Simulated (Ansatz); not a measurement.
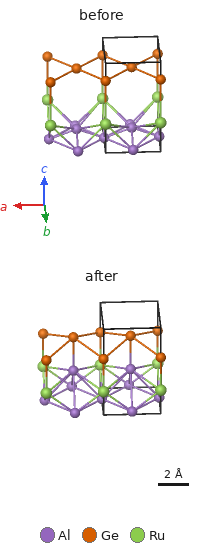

The structure of solid Al3Ge2Ru (a generated structure, set up in P4mm) (coarse preliminary run) before (top) and after (bottom) a relaxation, at one scale.

The picture is a ball-and-stick view of the cell of the calculation, repeated 2 × 1 × 1 with one cell outlined, seen from a free direction.

All numbers below come from DFT PBE, scalar-relativistic, plane waves, PAW in Ansatz. Set-up: plane-wave cutoff 420 eV; k-point mesh 4 × 4 × 4; occupations gaussian; smearing width 0.1 eV; no spin polarisation; cell and atoms relaxed; force threshold 0.04 eV/Å; at most 70 steps.

Summarise the run.

After 11 accepted moves (12 points after the start) the energy has fallen by 2245 meV per atom. The largest force component goes from 16 to 0.015 eV/Å. The pressure goes from 48.78 to −0.05 GPa. The SCF was repeated once at an unchanged geometry on a basis and grid sized afresh for the cell, which shifted the energy by 0.4 meV per atom at most. An Al atom moves most relative to the cell: 1.58 Å along +c. By element the largest moves are Al 1.58 Å, Ge 1.00 Å, Ru 0.33 Å. Cell: a = b 3.758 → 3.906 Å (+3.9 %), c 6.890 → 6.606 Å (−4.1 %). Volume +3.6 %. Near-neighbour distances that change, for instance: Al–Ge 4.659 → 2.570 Å, Al–Ge 2.231 → 4.036 Å, Al–Al 2.014 → 2.968 Å, Ge–Ru 3.329 → 2.521 Å. Bonds break: Al–Ge (2.23 → 4.04 Å). Among the angles between lasting bonds that change: Ge–Ge–Ge 179.2° → 151.7°, Ge–Ge–Ge 90.0° → 86.6°. The space group stays P4mm (No. 99).

Limits of the set-up: the k-point mesh is coarse for a cell with partly filled bands.
